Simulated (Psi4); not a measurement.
**BH5S (B(H2S)H3) at DSD-PBEP86/aug-cc-pVDZ (density fitting for correlation)**

What is the energy change on altering one bond length of BH5S (B(H2S)H3) at DSD-PBEP86/aug-cc-pVDZ (density fitting for correlation)? 

The calculation is run with Psi4 1.11.

2 further runs of the same task are left out: 2 set aside as unsound or not needed.

### 1 Starting point

The species is BH5S (7 atoms), meant as a singlet with charge 0. As SMILES, `[H]B([H])([H])<-S`. The coordinates come from a GFN2-xTB relaxation.

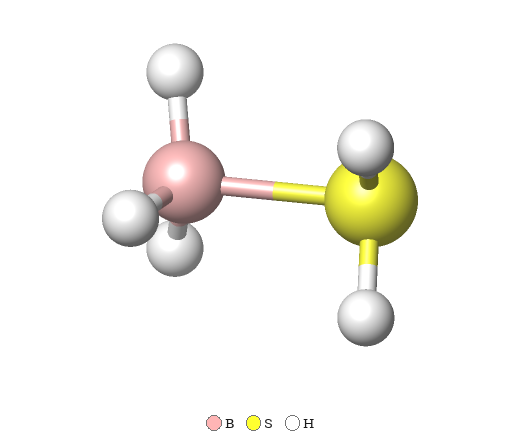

The structure, seen from a chosen angle (boron pink, sulfur yellow, hydrogen white).

### 2 A single-point energy at DSD-PBEP86/aug-cc-pVDZ (density fitting for correlation)

File input.in:

```
memory 1600 mb

molecule {
  0 1
  B      0.127630    -0.217240    -0.817090
  S      0.134050    -0.231310     1.222430
  H      0.506250     1.037510     1.415020
  H     -1.154430     0.067690     1.414850
  H      1.280190    -0.216980    -1.075620
  H     -0.453000     0.779570    -1.081760
  H     -0.440700    -1.219250    -1.077830
  symmetry c1
  no_reorient
  no_com
}

set {
  puream               true
  e_convergence        1e-09
  d_convergence        1e-08
  scf_type             pk
  dft_radial_points    99
  dft_spherical_points 590
  num_frozen_docc      6
}

E, wfn = energy('dsd-pbep86/aug-cc-pVDZ', return_wfn=True)
```

Run with:

```bash
psi4 -n 1 input.in input.out
```

input.out:

```text
[...]
  Running in c1 symmetry.
[...]
  Nuclear repulsion =   54.189536805307483
[...]
  Multiplicity = 1
[...]
  Nalpha       = 13
  Nbeta        = 13
[...]
    Number of basis functions: 95
[...]
   @RKS iter   1:  -425.35917998946923   -3.03003e-01   3.91317e-03 ADIIS/DIIS
[...]
   @RKS iter  10:  -425.47150753637106   -1.76215e-11   7.83519e-09 DIIS
[...]
    Orbital Energies [Eh]
    ---------------------
    Doubly Occupied:
       1A    -90.954186     2A     -8.684165     3A     -7.248228
       4A     -6.459476     5A     -6.457946     6A     -6.454864
       7A     -0.975191     8A     -0.637647     9A     -0.595894
      10A     -0.515026    11A     -0.415124    12A     -0.399759
      13A     -0.388192
[...]
  @RKS Final Energy:  -425.47150753637106
   => Energetics <=
    Nuclear Repulsion Energy =             54.1895368053074833
    One-Electron Energy =                -692.5771128728277972
    Two-Electron Energy =                 221.8906316645830259
    DFT Exchange-Correlation Energy =      -8.9745631334338611
    Empirical Dispersion Energy =           0.0000000000000000
    VV10 Nonlocal Energy =                  0.0000000000000000
    Total Energy =                       -425.4715075363711776
[...]
 Multipole Moments:
 ------------------------------------------------------------------------------------
     Multipole            Electronic (a.u.)      Nuclear  (a.u.)        Total (a.u.)
 ------------------------------------------------------------------------------------
 L = 1.  Multiply by 2.5417464519 to convert [e a0] to [Debye]
 Dipole X            :         -5.0142352            4.7644909           -0.2497443
 Dipole Y            :          8.6240102           -8.1988036            0.4252067
 Dipole Z            :        -27.0828910           28.4745633            1.3916723
 Magnitude           :                                                    1.4764568
[...]
```

Run time: 27 s. Hardware: 1 thread of Intel Xeon Platinum 8488C (Sapphire Rapids), shared host; peak memory 0.83 GiB.

### 3 The distorted shape

File input.json:

```json
{
 "schema_name": "qcschema_input",
 "schema_version": 1,
 "molecule": {
  "schema_name": "qcschema_molecule",
  "schema_version": 2,
  "symbols": ["B", "S", "H", "H", "H", "H", "H"],
  "geometry": [0.23148011, -0.38925335, -4.62730433, 0.25331779, -0.43711255, 2.31005791, 0.95667385, 1.96060975, 2.67400026, -2.18155653, 0.12791556, 2.67367901, 2.40950285, -0.38876202, -5.11585523, -0.86575157, 1.49444455, -5.12745814, -0.84250794, -2.28277782, -5.12003152],
  "molecular_charge": 0,
  "molecular_multiplicity": 1,
  "fix_symmetry": "c1",
  "fix_com": true,
  "fix_orientation": true
 },
 "driver": "energy",
 "model": {
  "method": "dsd-pbep86",
  "basis": "aug-cc-pVDZ"
 },
 "keywords": {
  "reference": "rks",
  "puream": true,
  "e_convergence": 1e-09,
  "d_convergence": 1e-08,
  "scf_type": "pk",
  "dft_radial_points": 99,
  "dft_spherical_points": 590,
  "num_frozen_docc": 6
 }
}
```

Run with:

```bash
psi4 --qcschema input.json -n 1 --memory 1600MB
```

stdout:

```text
[...]
  Running in c1 symmetry.
[...]
  Nuclear repulsion =   40.196306619194608
[...]
  Multiplicity = 1
[...]
  Nalpha       = 13
  Nbeta        = 13
[...]
    Number of basis functions: 95
[...]
   @RKS iter   1:  -425.40179483552726   -8.31046e-01   2.45494e-03 DIIS/ADIIS
[...]
   @RKS iter  10:  -425.44847511935359   -6.36646e-12   4.48033e-09 DIIS
[...]
    Orbital Energies [Eh]
    ---------------------
    Doubly Occupied:
       1A    -90.905302     2A     -8.635594     3A     -7.310201
       4A     -6.411326     5A     -6.409528     6A     -6.405720
       7A     -0.921154     8A     -0.638580     9A     -0.556076
      10A     -0.473502    11A     -0.435199    12A     -0.434377
      13A     -0.362680
[...]
  @RKS Final Energy:  -425.44847511935359
   => Energetics <=
    Nuclear Repulsion Energy =             40.1963066191946083
    One-Electron Energy =                -665.1337775977118554
    Two-Electron Energy =                 208.4398319612946011
    DFT Exchange-Correlation Energy =      -8.9508361021309231
    Empirical Dispersion Energy =           0.0000000000000000
    VV10 Nonlocal Energy =                  0.0000000000000000
    Total Energy =                       -425.4484751193535885
[...]
 Multipole Moments:
 ------------------------------------------------------------------------------------
     Multipole            Electronic (a.u.)      Nuclear  (a.u.)        Total (a.u.)
 ------------------------------------------------------------------------------------
 L = 1.  Multiply by 2.5417464519 to convert [e a0] to [Debye]
 Dipole X            :         -4.9061587            4.6868459           -0.2193129
 Dipole Y            :          8.4032371           -8.0286375            0.3745996
 Dipole Z            :         -3.2954599            3.8087393            0.5132794
 Magnitude           :                                                    0.6722193
[...]
```

The result, in JSON:

```text
{
 "driver": "energy",
 "model": {
  "method": "dsd-pbep86",
  "basis": "aug-cc-pVDZ"
 },
 "success": true,
 "return_result": -425.58607260587775,
 "properties": {
  "calcinfo_nbasis": 95,
  "calcinfo_nmo": 95,
  "calcinfo_nalpha": 13,
  "calcinfo_nbeta": 13,
  "calcinfo_natom": 7,
  "nuclear_repulsion_energy": 40.19630661919461,
  "return_energy": -425.58607260587775,
  "scf_one_electron_energy": -665.1337775977119,
  "scf_two_electron_energy": 208.4398319612946,
  "scf_xc_energy": -8.950836102130923,
  "scf_dipole_moment": [-0.21931287030890534, 0.3745996191303398, 0.5132794022797009],
  "scf_total_energy": -425.4484751193536,
  "scf_iterations": 10
 }
}
```

Run time: 22 s. Hardware: 1 thread of Intel Xeon Platinum 8488C (Sapphire Rapids), shared host; peak memory 0.97 GiB.

### 4 Results

Level: DSD-PBEP86/aug-cc-pVDZ (density fitting for correlation), 6 core orbitals frozen.

| quantity | value |
| --- | --- |
| first shape: total energy | -425.61800 Eh |
| first shape: HOMO energy (SCF part's orbitals) | -10.56 eV |
| first shape: LUMO energy (SCF part's orbitals) | 0.27 eV |
| first shape: HOMO–LUMO gap (SCF part's orbitals) | 10.83 eV |
| distorted shape: total energy | -425.58607 Eh |
| distorted shape: HOMO energy (SCF part's orbitals) | -9.87 eV |
| distorted shape: LUMO energy (SCF part's orbitals) | 0.12 eV |
| distorted shape: HOMO–LUMO gap (SCF part's orbitals) | 9.99 eV |
| energy change with the B1–S2 bond stretched from 2.040 to 3.671 Å | 0.869 eV |

In words: With the B1–S2 bond stretched from 2.040 to 3.671 Å the energy rises by 0.87 eV (83.8 kJ/mol). The first shape isn't relaxed at this level, so the change isn't measured from a minimum.
